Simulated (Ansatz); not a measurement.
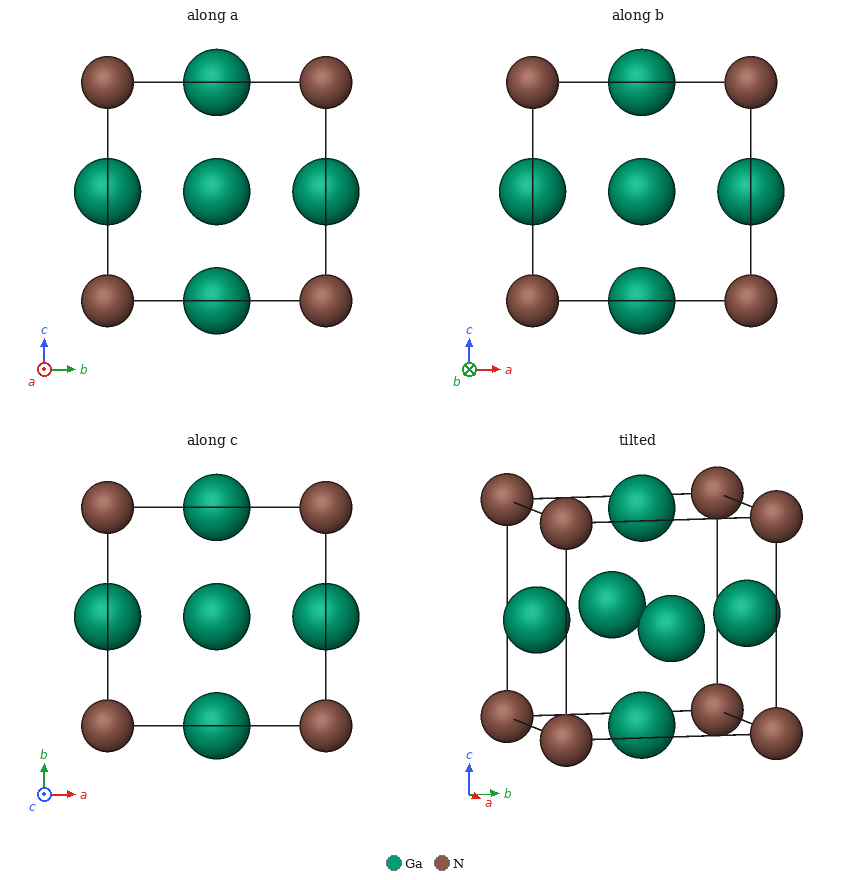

This spheres-only model is shown along the a axis, along the b axis, along the c axis and slightly off an axis. The parallelepiped is the conventional unit cell.

Lattice parameters: a = 3.9420 Å, b = 3.9420 Å, c = 3.9420 Å, α = 90.000°, β = 90.000°, γ = 90.000°.

Question: Express the structure as a CIF with its space group and independent sites.

Answer:
```cif
data_structure
_symmetry_space_group_name_H-M 'P m -3 m'
_symmetry_Int_Tables_number 221
_cell_length_a 3.9420
_cell_length_b 3.9420
_cell_length_c 3.9420
_cell_angle_alpha 90.000
_cell_angle_beta 90.000
_cell_angle_gamma 90.000
_cell_volume 61.25
loop_
_atom_site_label
_atom_site_type_symbol
_atom_site_symmetry_multiplicity
_atom_site_Wyckoff_symbol
_atom_site_fract_x
_atom_site_fract_y
_atom_site_fract_z
_atom_site_occupancy
Ga1 Ga 3 c 0.0000 0.5000 0.5000 1
N1 N 1 a 0.0000 0.0000 0.0000 1
```

The model was built from a structure type filled with these elements by a generator (whether the compound takes this form wasn't checked). A relaxation with DFT PBE, scalar-relativistic, plane waves, PAW (Ansatz 0.2.0) gave the geometry drawn.
